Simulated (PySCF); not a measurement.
## Frequency calculation of InO2

InO2, multiplicity 4, computed with UKS-based PBE0, In def2-TZVP with ECP28, O def2-TZVP; non-relativistic Hamiltonian with a scalar-relativistic core potential; density fitting (PySCF 2.14.0).

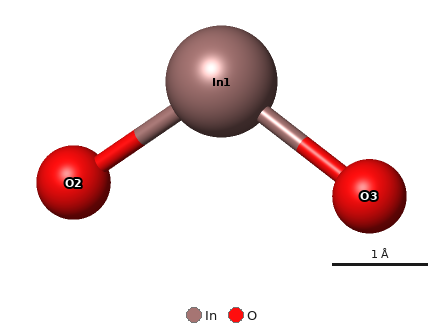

*The input geometry (ball-and-stick view, seen at a tilt; atoms are numbered from 1 in the order of the input). Sticks mark near contacts.*

Bond lengths as drawn: In–O 2.05 Å.

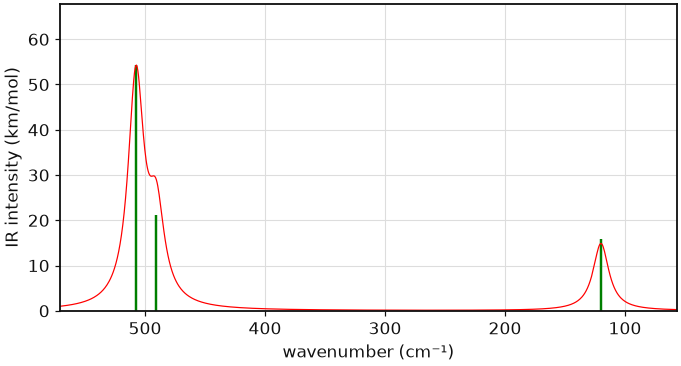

*Harmonic infrared spectrum, unscaled: sticks (degenerate modes added up, dark ones marked on the axis) with a Lorentzian envelope of 16 cm⁻¹ full width, scaled to the tallest stick.*

3 modes from 120 to 508 cm⁻¹, none imaginary. The strongest line is at 508 cm⁻¹ (54 km/mol). All modes, in cm⁻¹ (km/mol): 120 (15.9), 491 (21), 508 (54).

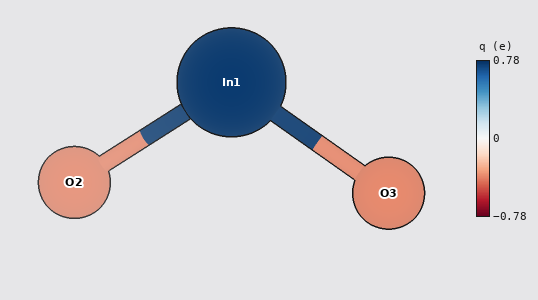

*Mulliken charges, as the colour of each atom (ball-and-stick view, seen at a tilt; atoms are numbered from 1 in the order of the input).*

By element: In +0.74 and O −0.37 e.

The input that produced these results follows, with the program's output.

Input file:
```python
from pyscf import gto, scf, dft
mol = gto.M(atom='''
In     0.000000     0.000000    -0.246923
O      1.708426     0.000000     0.894751
O     -1.708426     0.000000     0.894751''',
    basis={'In': 'def2-TZVP', 'O': 'def2-TZVP'},
    ecp={'In': 'def2-TZVP'},
    charge=0, spin=3)
mf = dft.UKS(mol, xc='PBE0')
mf.grids.atom_grid = (75, 302)
aux = {'In': 'def2-universal-JKFIT', 'O': 'def2-universal-JKFIT'}
mf = mf.density_fit(auxbasis=aux)
mf.conv_tol = 1e-09
mf.diis_space = 10
mf.max_cycle = 60
mf.verbose = 4
mf.kernel()
```

The script is an equivalent of the set-up of the self-consistent field. The run itself was carried out by a driver, which started from the orbitals of the step before it where there was one and computed the further properties.

Launch command:
```bash
OMP_NUM_THREADS=4 python axn.py task.json out
```

What the program printed:
```
init E= -340.328349562323
  alpha nocc = 20  HOMO = -0.265621995193627  LUMO = -0.0412701856918147
  beta  nocc = 17  HOMO = -0.305998076021659  LUMO = -0.166789280731422
  HOMO = -0.265621995194  LUMO = -0.166789280731  gap/eV = 2.68938
cycle= 1 E= -340.328349562384  delta_E= -6.12e-11  |g|= 3.39e-06  |ddm|= 8.94e-06
  alpha nocc = 20  HOMO = -0.265621967638459  LUMO = -0.0412701939619815
  beta  nocc = 17  HOMO = -0.305997760787209  LUMO = -0.16678916651945
  HOMO = -0.265621967638  LUMO = -0.166789166519  gap/eV = 2.68938
Extra cycle  E= -340.328349562443  delta_E= -5.9e-11  |g|= 3.54e-06  |ddm|= 8.99e-06
converged SCF energy = -340.328349562443  <S^2> = 3.7685579  2S+1 = 4.0092682
```

Summary:

```csv
quantity,value
outcome,converged
total energy,−340.328350 hartree
⟨S²⟩,3.769
zero-point energy,0.002547 hartree
dipole moment,2.93 D
"wavenumbers, lowest and highest",120 and 508 cm⁻¹
hardware,"4 threads of Arm Neoverse V1, 24 GiB of memory available, shared host"
wall time,40 s (CPU time 2.2 min)
peak memory,0.96 GiB
```
